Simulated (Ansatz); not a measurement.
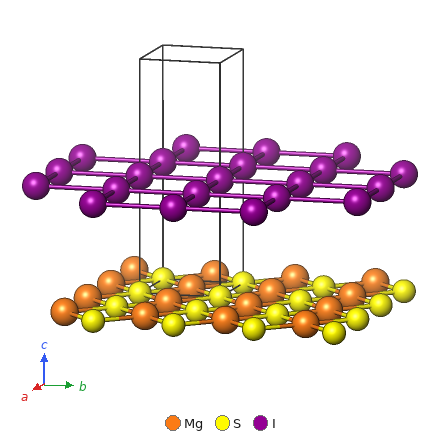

System MgSI (space group P4/mmm, No. 123); source of the atomic positions: coordinates from a relaxation with DFT PBE, scalar-relativistic, plane waves, PAW (Ansatz); the starting structure was generated, so it need not be a known form of this composition.

Bonds are taken as I–I below 3.9 Å and Mg–S below 2.7 Å. Atoms with one bond or none are removed and atoms with two bonds are replaced by edges, until no such atom is left.

Q: What kind of net remains, and which atoms are its nodes?

A: A uninodal 4-connected, two-periodic (layers) net: Mg, S and I are 4-connected nodes.

Q: Does the net have a name?

A: It is the sql net, known from the square lattice.

Q: How do the layers lie?

A: The layers lie parallel to (001).

Q: How many nodes does the smallest cycle have?

A: Four.

The simplified net, drawn on the atoms' positions. Nodes are coloured by element. One layer is drawn. Edges to nodes outside the piece are drawn as stubs.

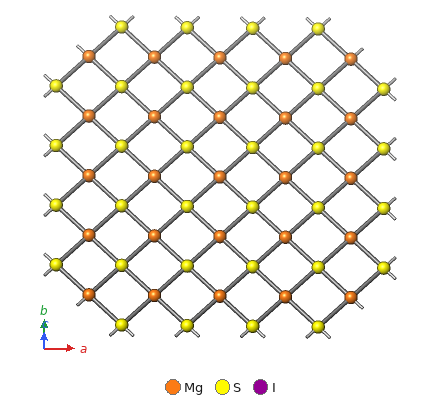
